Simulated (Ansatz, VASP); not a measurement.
# ZrTa in two plane-wave programs

One calculation is typed for both programs; each brings its own data sets. How far apart do they land? The cell is invented: As first built, before any earlier steps moved the atoms (in the runner's words): it takes the ZrRu structure with some of its atoms replaced by other elements, volume scaled by an estimate. It may not be a known or stable phase. The cell is taken from a series of VASP runs on this material, whose earlier steps may have relaxed, scaled or displaced it; both programs get it as it stands. Valence electrons are named where the data sets of a main pair hold unlike numbers.

Method: plane waves, with VASP 6.6.1 beside it; band structure at PBE with D3(BJ), spin-orbit coupling, in Ansatz 0.2.0.

### 1. Set-up

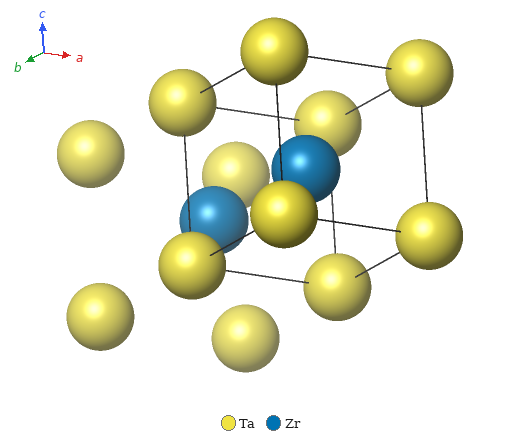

The starting structure, seen from a free direction (tantalum yellow, zirconium blue). 1×2×1 cells are drawn. Some periodic images of atoms are drawn too.

### 2. VASP: band structure, PBE with D3(BJ), spin-orbit coupling

With cell and atoms fixed, the geometry can't cause a difference; cores, projectors, grids and the points listed under the comparison can.

Lines of VASP's logs that name or quote its potential files are left out, and so is its time.

File INCAR:

```
SYSTEM = ZrTa
PREC = Accurate
ENCUT = 400
EDIFF = 1E-06
NELM = 100
ISMEAR = 1
SIGMA = 0.2
LREAL = .FALSE.
ALGO = Normal
GGA = PE
IVDW = 12
LNONCOLLINEAR = .TRUE.
MAGMOM = 0 0 0 0 0 0
NBANDS = 34
GGA_COMPAT = .FALSE.
LASPH = .TRUE.
LSORBIT = .TRUE.
LMAXMIX = 4
LORBIT = 11
LWAVE = .FALSE.
LCHARG = .FALSE.
```

File POSCAR:

```
ZrTa
1.0
    3.3993933262      0.0000000000      0.0000000000
    0.0000000000      3.3993933262      0.0000000000
    0.0000000000      0.0000000000      3.3993933262
Ta Zr
1 1
Direct
    0.0000000000      0.0000000000      0.0000000000
    0.5000000000      0.5000000000      0.5000000000
```

File KPOINTS:

```
Automatic mesh
0
Gamma
5 5 5
0 0 0
```

File KPOINTS_OPT:

```
Line mode
16
Line-mode
Reciprocal
  0.00000000   0.00000000   0.00000000 GAMMA
  0.00000000   0.50000000   0.00000000 X

  0.00000000   0.50000000   0.00000000 X
  0.50000000   0.50000000   0.00000000 M

  0.50000000   0.50000000   0.00000000 M
  0.00000000   0.00000000   0.00000000 GAMMA

  0.00000000   0.00000000   0.00000000 GAMMA
  0.50000000   0.50000000   0.50000000 R

  0.50000000   0.50000000   0.50000000 R
  0.00000000   0.50000000   0.00000000 X

  0.50000000   0.50000000   0.00000000 M
  0.50000000   0.50000000   0.50000000 R
```

The projector-augmented-wave data sets are Ta_pv and Zr_sv (PBE family, release 64).

The run is started by

```sh
> mpirun -np 1 vasp_ncl
```

Numbers of over 12 decimals in the logs are rounded to 6 here.

The program printed:

```text
[banner, memory and clock lines left out]
running    1 mpi-ranks, on    1 nodes
 distrk:  each k-point on    1 cores,    1 groups
 distr:  one band on    1 cores,    1 groups

 POSCAR found type information on POSCAR TaZr
 POSCAR found :  2 types and       2 ions
 LDA part: xc-table for (Slater+PW92), standard interpolation
 POSCAR, INCAR and KPOINTS ok, starting setup
 FFT: planning ... GRIDC
 FFT: planning ... GRID_SOFT
 FFT: planning ... GRID
 WAVECAR not read
 entering main loop
       N       E                     dE             d eps       ncg     rms          rms(c)
DAV:   1     0.198372269599E+03    0.19837E+03   -0.10670E+04   688   0.114E+03
DAV:   2    -0.835282477427E+01   -0.20673E+03   -0.19854E+03   776   0.379E+02
DAV:   3    -0.209030406322E+02   -0.12550E+02   -0.12212E+02  1190   0.766E+01
DAV:   4    -0.213944533339E+02   -0.49141E+00   -0.48986E+00   868   0.123E+01
DAV:   5    -0.214094395598E+02   -0.14986E-01   -0.14980E-01  1008   0.177E+00    0.184E+01
DAV:   6    -0.208239151622E+02    0.58552E+00   -0.90155E-01   732   0.799E+00    0.836E+00
DAV:   7    -0.206961680455E+02    0.12775E+00   -0.52544E-01   942   0.586E+00    0.141E+00
DAV:   8    -0.206968942585E+02   -0.72621E-03   -0.26748E-02   940   0.983E-01    0.763E-01
DAV:   9    -0.206975839366E+02   -0.68968E-03   -0.37783E-03   830   0.570E-01    0.387E-01
DAV:  10    -0.206979307803E+02   -0.34684E-03   -0.12274E-03   940   0.318E-01    0.952E-02
DAV:  11    -0.206978731323E+02    0.57648E-04   -0.10020E-04   824   0.922E-02    0.259E-02
DAV:  12    -0.206978745613E+02   -0.14290E-05   -0.13107E-05  1016   0.279E-02    0.409E-03
DAV:  13    -0.206978749820E+02   -0.42072E-06   -0.29149E-07   436   0.497E-03
   1 F= -.21933282E+02 E0= -.21927092E+02  d E =-.185708E-01  mag=    -0.0000     0.0000     0.0000
 Start KPOINTS_OPT (optional k-point list driver)
k-point batch [1-10\96]
       N       E                     dE             ncg
DAV:   1    -0.616523357047E+03   -0.14627E+04      680
DAV:   2    -0.282155865128E+04   -0.22050E+04      752
DAV:   3    -0.295956845544E+04   -0.13801E+03     1226
DAV:   4    -0.296496231737E+04   -0.53939E+01      832
DAV:   5    -0.296522619817E+04   -0.26388E+00     1056
DAV:   6    -0.296522853143E+04   -0.23333E-02      864
DAV:   7    -0.296522858082E+04   -0.49396E-04     1028
DAV:   8    -0.296522858166E+04   -0.83991E-06      728
[...]
k-point batch [91-96\96]
       N       E                     dE             ncg
DAV:   1     0.286545783823E+04   -0.59925E+04      424
DAV:   2     0.166676261098E+04   -0.11987E+04      480
DAV:   3     0.160347831531E+04   -0.63284E+02      586
DAV:   4     0.160037330955E+04   -0.31050E+01      604
DAV:   5     0.160022781403E+04   -0.14550E+00      560
DAV:   6     0.160022622136E+04   -0.15927E-02      596
DAV:   7     0.160022618327E+04   -0.38083E-04      600
DAV:   8     0.160022618249E+04   -0.78545E-06      448
```

From OUTCAR (step 2):

```text
ion  position               nearest neighbor table
   1  0.000  0.000  0.000-   2 2.94   2 2.94   2 2.94   2 2.94   2 2.94   2 2.94   2 2.94   2 2.94

  LATTYP: Found a simple cubic cell.
 ALAT       =     3.3993933262

 Subroutine GETGRP returns: Found 48 space group operations
 (whereof 48 operations were pure point group operations)

The static configuration has the point symmetry O_h .

 Found     10 irreducible k-points:

   k-points           NKPTS =     10   k-points in BZ     NKDIM =     10   number of bands    NBANDS=     34

   dimension x,y,z NGX =    24 NGY =   24 NGZ =   24
   dimension x,y,z NGXF=    48 NGYF=   48 NGZF=   48

   ENCUT  =  400.0 eV  29.40 Ry    5.42 a.u.   5.54  5.54  5.54*2*pi/ulx,y,z

   NELECT =      23.0000    total number of electrons

 k-points in reciprocal lattice and weights: Automatic mesh
   0.00000000  0.00000000  0.00000000       0.008
   0.20000000  0.00000000  0.00000000       0.048
   0.40000000  0.00000000  0.00000000       0.048
   0.20000000  0.20000000  0.00000000       0.096
   0.40000000  0.20000000  0.00000000       0.192
   0.40000000  0.40000000  0.00000000       0.096
   0.20000000  0.20000000  0.20000000       0.064
   0.40000000  0.20000000  0.20000000       0.192
   0.40000000  0.40000000  0.20000000       0.192
   0.40000000  0.40000000  0.40000000       0.064

 average (electrostatic) potential at core
       1 -34.4831       2 -74.8075

 E-fermi :   7.7528

 k-point     1 :       0.0000    0.0000    0.0000
  band No.  band energies     occupation
    ...
     16       1.0978      1.00000
     17       4.4368      1.00000
     18       4.4368      1.00000
     19       4.4368      1.00000
     20       4.4368      1.00000
     21       8.6053     -0.00000
     22       8.6053     -0.00000
     23       8.6053     -0.00000
     24       8.6053     -0.00000
     25       8.8782     -0.00000
    ...

 k-point     2 :       0.2000    0.0000    0.0000
  band No.  band energies     occupation
    ...
     16       1.8942      1.00000
     17       4.8705      1.00000
     18       4.8705      1.00000
     19       5.0203      1.00000
     20       5.0203      1.00000
     21       8.5086     -0.00000
     22       8.5086     -0.00000
     23       8.6555     -0.00000
     24       8.6555     -0.00000
     25       9.0988     -0.00000
    ...

 k-point     3 :       0.4000    0.0000    0.0000
  band No.  band energies     occupation
    ...
     16       3.7956      1.00000
     17       5.5366      1.00000
     18       5.5366      1.00000
     19       6.1099      1.00000
     20       6.1099      1.00000
     21       8.2317     -0.00183
     22       8.2317     -0.00183
     23       8.6083     -0.00000
     24       8.6083     -0.00000
     25       8.8633     -0.00000
    ...

 Edisp (eV)   -1.23541

  Total      -0.40070    -0.40070    -0.40070    -0.00000    -0.00000     0.00000
  in kB     -16.34274   -16.34274   -16.34274    -0.00000    -0.00000     0.00000
  external pressure =      -16.34 kB  Pullay stress =        0.00 kB

  energy-cutoff  :      400.00
  volume of cell :       39.28
      direct lattice vectors                 reciprocal lattice vectors
     3.399393326  0.000000000  0.000000000     0.294170137  0.000000000  0.000000000
     0.000000000  3.399393326  0.000000000     0.000000000  0.294170137  0.000000000
     0.000000000  0.000000000  3.399393326     0.000000000  0.000000000  0.294170137

 POSITION                                       TOTAL-FORCE (eV/Angst)
 -----------------------------------------------------------------------------------
      0.00000      0.00000      0.00000         0.000000      0.000000      0.000000
      1.69970      1.69970      1.69970         0.000000      0.000000      0.000000
 -----------------------------------------------------------------------------------
    total drift:                                0.000000     -0.000000     -0.000000

  FREE ENERGIE OF THE ION-ELECTRON SYSTEM (eV)
  ---------------------------------------------------
  free  energy   TOTEN  =       -21.9332818664 eV

  energy  without entropy=      -21.9147111120  energy(sigma->0) =      -21.92709161

 Spin-Orbit-Coupling matrix elements
 Ion:    1  E_soc:     -1.4533232
 Ion:    2  E_soc:     -0.1413343

 total charge
# of ion       s       p       d       tot
------------------------------------------
    1        0.378   6.101   2.416   8.894
    2        2.230   5.968   1.828  10.026
--------------------------------------------------
tot          2.608  12.069   4.243  18.920

 magnetization (x)
# of ion       s       p       d       tot
------------------------------------------
    1       -0.000   0.000   0.000   0.000
    2       -0.000   0.000   0.000   0.000
--------------------------------------------------
tot         -0.000   0.000   0.000   0.000

 magnetization (y)
# of ion       s       p       d       tot
------------------------------------------
    1        0.000   0.000   0.000   0.000
    2       -0.000   0.000   0.000   0.000
--------------------------------------------------
tot         -0.000   0.000   0.000   0.000

 magnetization (z)
# of ion       s       p       d       tot
------------------------------------------
    1        0.000  -0.000   0.000   0.000
    2       -0.000   0.000   0.000   0.000
--------------------------------------------------
tot          0.000  -0.000   0.000   0.000

[... 3 further parts left out ...]
```

Dispersion corrections of this kind ignore metallic screening and tend to overbind metals.

### 3. Ansatz: band structure, PBE with D3(BJ), spin-orbit coupling

Ansatz runs on its fully relativistic PAW (standard-fr) files.

The same cell, functional, mesh and smearing now go to Ansatz, which takes its cutoff from its data sets.

File input.yaml:

```yaml
crystal:
  lattice:
    - [3.3993933262, 0.0, 0.0]
    - [0.0, 3.3993933262, 0.0]
    - [0.0, 0.0, 3.3993933262]
  atoms:
    - { symbol: Ta, position: [0.0, 0.0, 0.0] }
    - { symbol: Zr, position: [0.5, 0.5, 0.5] }
hamiltonian:
  xc: pbe
  pseudopotentials: { kind: paw_fr }
  dispersion: d3bj
magnetization:
  noncollinear: true
  spin_orbit: true
kpoints:
  mp_grid: { grid: [5, 5, 5] }
  band_path:
    path:
      - [0.0, 0.0, 0.0]
      - [0.0, 0.1, 0.0]
      - [0.0, 0.2, 0.0]
      - [0.0, 0.3, 0.0]
      - [0.0, 0.43333, 0.0]
      - [0.0, 0.5, 0.0]
      - [0.1, 0.5, 0.0]
      - [0.2, 0.5, 0.0]
      - [0.33333, 0.5, 0.0]
      - [0.43333, 0.5, 0.0]
      - [0.5, 0.5, 0.0]
      - [0.36667, 0.36667, 0.0]
      - [0.26667, 0.26667, 0.0]
      - [0.16667, 0.16667, 0.0]
      - [0.06667, 0.06667, 0.0]
      - [0.03333, 0.03333, 0.03333]
      - [0.13333, 0.13333, 0.13333]
      - [0.23333, 0.23333, 0.23333]
      - [0.33333, 0.33333, 0.33333]
      - [0.46667, 0.46667, 0.46667]
      - [0.46667, 0.5, 0.46667]
      - [0.36667, 0.5, 0.36667]
      - [0.23333, 0.5, 0.23333]
      - [0.13333, 0.5, 0.13333]
      - [0.03333, 0.5, 0.03333]
      - [0.5, 0.5, 0.03333]
      - [0.5, 0.5, 0.16667]
      - [0.5, 0.5, 0.26667]
      - [0.5, 0.5, 0.36667]
      - [0.5, 0.5, 0.5]
    npoints: 1
scf:
  occupations: { method: methfessel_paxton, width: 0.2 }
  n_extra_bands: 14
output:
  forces: true
  stress: true
  eigenvalues: true
```

The run is started by

```sh
> ansatz run input.yaml --threads 2 --pin off --max-ram 4608MiB --backend cpu --events-out ev --progress --plain --runs-dir out
```

The program printed:

```text
scf.n_extra_bands = 14 over 25 filled bands (N_el = 25.0): the run solves 39 bands
Engine: ansatz 0.2.0, aarch64-unknown-linux-gnu
Pseudopotentials: kind: paw_fr
Pseudopotential: Ta, paw_fr, valence charge 13, recommended cutoff 420 eV (normal), Ta.paw.azcp#standard-fr
Pseudopotential: Zr, paw_fr, valence charge 12, recommended cutoff 420 eV (normal), Zr.paw.azcp#standard-fr
Functional definition: PBE
  parameter kappa = 0.804
  parameter beta = 0.066725
  exchange = pbe_x(kappa = kappa, mu = beta*pi^2/3)
  correlation = pbe_c(beta = beta)
non-collinear run that drives no moment, with spin-orbit: no starting moment large enough to seed its density (crystal.atoms[].spin), no starting occupations that ask for one, no magnetisation constraint and no magnetic field, so the semilocal B_xc is pinned to zero
Crystal: 2 atoms, lattice volume = 39.283 Å³
Basis set: ecut = 420 eV, 751 PW (Γ), exchange–correlation on 48×48×48 points (8 copies of the dense FFT grid, shifted against one another)
Bands: 39, of which v1, the nominal top of the filled ones, is band 25 counted from 1 (24 counted from 0)
Symmetry: 48 space group operations + 48 with time reversal
Magnetic group: BNS 221.93 (UNI 1595), of the structure as read, at distance tolerance 3.4e-5 Å
k-points: 10 of 125
Projection manifold: j_resolved (fully-relativistic pseudo-atomic orbitals)
Non-local potential: Ta, projectors of the file, l = 0: 3, l = 1: 4, l = 2: 4, l = 3: 2
Non-local potential: Zr, projectors of the file, l = 0: 3, l = 1: 4, l = 2: 4, l = 3: 4
PAW form: soft (Blöchl's): semilocal exchange-correlation on the pseudo side does not see the compensation charge
PAW one-centre angular grid: Ta, 590 points (default); XC on 64 Gauss nodes
PAW one-centre angular grid: Zr, 590 points (default); XC on 64 Gauss nodes
Initial density: superposition of atomic densities (chi_scale 0.1, normalization cell, long waves kept (reshape's long-wave potential 0.00 eV rms))
Initial wavefunctions: pseudopotential atomic-orbital guess
Functional: x = pbe(κ = 0.804, μ = 0.219515), c = pbe(β = 0.066725)
SCF iter   1: F=—  HF=-14140.591789 eV  |F-HF|=—  |Δ(HF+E_count)|=         —  Δρ=4.19e-2  dr2=1.21e0  dr2_m=0.00e0 (ungated)  ethr=3.10e-3  |M|=0.00e0 ∫|m|=0.00e0 μB  |m|>n=0.0e0 m-floor=0.0e0 τ_xc=0.0e0  β_m=0.30  ⟨swp⟩=6.4  Hψ=1860  notcnv=0
preconditioner: auto → none  [metal: Δε(μ)=0.030 eV  Ē_g=5.798 eV  σ=0.200 eV  W_gap=0.13  n_scr=6 (ndim 8)  ℏωp=17.8 eV  f_vac=0.000  D(μ)=5.84/eV (n_scr^D=80)  sad-step TF]
SCF iter   2: F=—  HF=-14140.392392 eV  |F-HF|=—  |Δ(HF+E_count)|=   1.99e-1  S|Δr|=    0.00e0  Δρ=2.73e-2  dr2=4.28e-1  dr2_m=0.00e0 (ungated)  ethr=3.10e-3  |M|=0.00e0 ∫|m|=0.00e0 μB  |m|>n=0.0e0 m-floor=0.0e0 τ_xc=0.0e0  β_m=0.53  ⟨swp⟩=1.4  Hψ=481  notcnv=0  defer=11
SCF iter   3: F=—  HF=-14140.298840 eV  |F-HF|=—  |Δ(HF+E_count)|=   9.36e-2  S|Δr|=    0.00e0  Δρ=8.65e-3  dr2=5.37e-2  dr2_m=0.00e0 (ungated)  ethr=1.71e-3  |M|=0.00e0 ∫|m|=0.00e0 μB  |m|>n=0.0e0 m-floor=0.0e0 τ_xc=0.0e0  β_m=0.48  ⟨swp⟩=2.9  Hψ=624  notcnv=0  defer=11
SCF iter   4: F=—  HF=-14140.292090 eV  |F-HF|=—  |Δ(HF+E_count)|=   6.75e-3  S|Δr|=    0.00e0  Δρ=2.51e-3  dr2=1.42e-3  dr2_m=0.00e0 (ungated)  ethr=2.15e-4  |M|=0.00e0 ∫|m|=0.00e0 μB  |m|>n=0.0e0 m-floor=0.0e0 τ_xc=0.0e0  β_m=0.66  ⟨swp⟩=1.9  Hψ=394  notcnv=0  defer=11
SCF iter   5: F=—  HF=-14140.292418 eV  |F-HF|=—  |Δ(HF+E_count)|=   3.27e-4  S|Δr|=    0.00e0  Δρ=6.55e-4  dr2=2.72e-4  dr2_m=0.00e0 (ungated)  ethr=5.68e-6  |M|=0.00e0 ∫|m|=0.00e0 μB  |m|>n=0.0e0 m-floor=0.0e0 τ_xc=0.0e0  β_m=0.63  ⟨swp⟩=2.0  Hψ=586  notcnv=0  defer=11
SCF iter   6: F=—  HF=-14140.292371 eV  |F-HF|=—  |Δ(HF+E_count)|=   4.69e-5  S|Δr|=    0.00e0  Δρ=9.37e-5  dr2=4.67e-6  dr2_m=0.00e0 (ungated)  ethr=1.09e-6  |M|=0.00e0 ∫|m|=0.00e0 μB  |m|>n=0.0e0 m-floor=0.0e0 τ_xc=0.0e0  β_m=0.79  ⟨swp⟩=2.2  Hψ=452  notcnv=0  defer=11
SCF iter   7: F=—  HF=-14140.292367 eV  |F-HF|=—  |Δ(HF+E_count)|=   3.25e-6  S|Δr|=    0.00e0  Δρ=1.11e-5  dr2=5.55e-8  dr2_m=0.00e0 (ungated)  ethr=4.00e-10  |M|=0.00e0 ∫|m|=0.00e0 μB  |m|>n=0.0e0 m-floor=0.0e0 τ_xc=0.0e0  β_m=0.83  ⟨swp⟩=9.0  Hψ=2047  notcnv=0
SCF iter   8: F=-14140.292367 eV  HF=-14140.292367 eV  |F-HF|=5.57e-10  |Δ(HF+E_count)|=   1.06e-8  S|Δr|=    0.00e0  Δρ=1.24e-6  dr2=7.47e-10  dr2_m=0.00e0 (ungated)  ethr=2.22e-10  |M|=0.00e0 ∫|m|=0.00e0 μB  |m|>n=0.0e0 m-floor=0.0e0 τ_xc=0.0e0  ⟨swp⟩=2.1  Hψ=1140  notcnv=0
SCF 1 converged in 8 iterations: F = -14140.292367 eV  dr2 = 7.47e-10
  greatest PAW one-centre occupation: 0.999 electrons in one spin orbital (limit 2), on the Ta atom at site 0 (counted from 0), in its partial waves of l = 0
NSCF: frozen V_eff on 30 k-points
SCF converged after 8 iterations
Stability not checked: this state was not tested for a lower state beside it, because cold or Methfessel-Paxton smearing, or corrected tetrahedra, fill the levels in a way that the test cannot read (fill_not_monotonic; see scf.lower_state_search)
Magnetization: |M| = 0.0000 μB,  M = (+0.0000, +0.0000, +0.0000) μB
Absolute magnetization: 0.0000 μB (∫|m|)
  site 0: m = (+0.0000, +0.0000, +0.0000) μB, |m| = 0.0000 μB  (R = 1.21 Å)
  site 1: m = (+0.0000, +0.0000, +0.0000) μB, |m| = 0.0000 μB  (R = 1.21 Å)
Free energy (F): -14140.292367 eV
Harris-Foulkes:  -14140.292367 eV  (|F-HF|=5.57e-10)
Internal energy: -14140.271017 eV  (E = F + TS)
E sigma→0 (E₀):  -14140.287030 eV
Entropy (-TS):   -0.021350 eV (-10.675 meV/atom)
Fermi energy:    16.748815 eV
--- Per-component energies (eV) ---
  E_band       = -187.764182
  E_kinetic    = 701.661729
  E_local      = -1148.754605  (includes V_loc(G=0)·N_el)
  E_nonlocal   = 92.607370
  E_hartree    = 377.738060
  E_xc         = -380.353181
  E_vxc        = -395.590391  (∫ρ·V_xc dr)
  E_paw        = -11371.092518  (= ΣΔE_a)
  E_vpaw       = -193.165183  (= ΣTr[D̂ρ^β])
  E_aug_tail   = 0.000162  (compensation charges beyond the density's cutoff)
  E_ewald      = -2410.842172
  E_disp       = -1.235862  (pairwise vdW)
  E_smearing   = -0.021350  (= −TS)
  E_closure    = 0.000000  (closes the sum)
  Σ components = -14140.292367   (vs F -14140.292367, Δ=0.00e0)
--- Forces (eV/Å), atoms counted from 1 ---
  atom   1  Ta    -0.00000000     0.00000000    -0.00000000
  atom   2  Zr     0.00000000     0.00000000     0.00000000
  max |Σ_I F_I| component: 1.39e-24 eV/Å
--- Stress (GPa, compression-positive) ---
       -1.152559       0.000000       0.000000
       -0.000000      -1.152559       0.000000
        0.000000       0.000000      -1.152559
  P = ⅓ Tr σ = -1.1526 GPa (-11.526 kbar)
--- Band table (eV; the first three rows and the last of 10) ---
  k-point 0: bands = [... 21 lower, 13.4468, 17.6256, 17.6256, 17.6256, 17.6256, 17.8998, 17.8998, 20.7722, ... 10 higher]
  k-point 1: bands = [... 21 lower, 14.0238, 17.5273, 17.5273, 17.6754, 17.6754, 18.1207, 18.1207, 19.5387, ... 10 higher]
  k-point 2: bands = [... 21 lower, 15.1238, 17.2444, 17.2444, 17.6270, 17.6270, 17.8836, 17.8836, 18.7649, ... 10 higher]
  k-point 9: bands = [... 21 lower, 15.7229, 15.8203, 15.8203, 16.1744, 16.1744, 16.3271, 16.3271, 21.0922, ... 10 higher]
```

The job ended after 8.8 s (2 threads of Arm Neoverse N1, shared host; peak memory 0.46 GiB).

In the SCF lines HF is the Harris–Foulkes energy and dr2 the Hartree energy of the density residual, in eV; the loop may stop once dr2 is under the threshold and the program's other checks hold. Hψ counts applications of the Hamiltonian.

### 4. Differences

Known differences besides the potentials themselves: spin-orbit coupling enters by fully relativistic files in Ansatz and inside the spheres in VASP; the data sets hold 25 valence electrons in Ansatz (on its fully relativistic PAW (standard-fr) files) and 23 in VASP; the cutoff is 420 eV in Ansatz and 400 eV in VASP. Total energies have different zeros and are not compared.

Both answers:

| quantity | Ansatz | VASP | difference |
| --- | --- | --- | --- |
| pressure (GPa) | -1.15 | -1.63 | +0.48 |

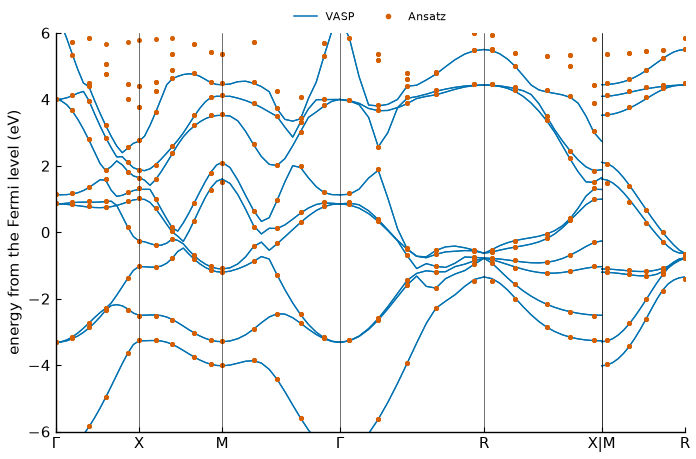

Bands from VASP (lines) and levels from Ansatz (dots). Dots without a line are higher empty bands that the VASP plot leaves out.

Levels from 3 eV below to 2 eV above the Fermi level differ by 24 meV r.m.s. and 96 meV at most; each VASP level is matched to the nearest of Ansatz, which flatters the figure a little.

### 5. Summary of results

| Property | Result |
| --- | --- |
| r.m.s. difference of levels near the Fermi level (band structure, PBE with D3(BJ), spin-orbit coupling) | 24 meV |

**Reading.** The r.m.s. difference of levels near the Fermi level is 24 meV (band structure, PBE with D3(BJ), spin-orbit coupling), within the 80 meV picked in this series as the mark of a large difference. The data sets hold unlike numbers of valence electrons (25 in Ansatz and 23 in VASP), so part of the differences comes from the potentials. How closely two codes agree says nothing of how well the functional describes the real material.

[Lines on the potential files, build, host, timing and source positions are cut from VASP's logs without a mark.]

[Logs are printed without paths, hosts, clocks, repeated set-up lines and the standing remarks that a program may print on its own settings, such as how far it seeks lower states.]

[Hosts, paths, dates, database ids (printed as entryN), source tags and the programs' standing remarks are cut or masked in the printed files.]
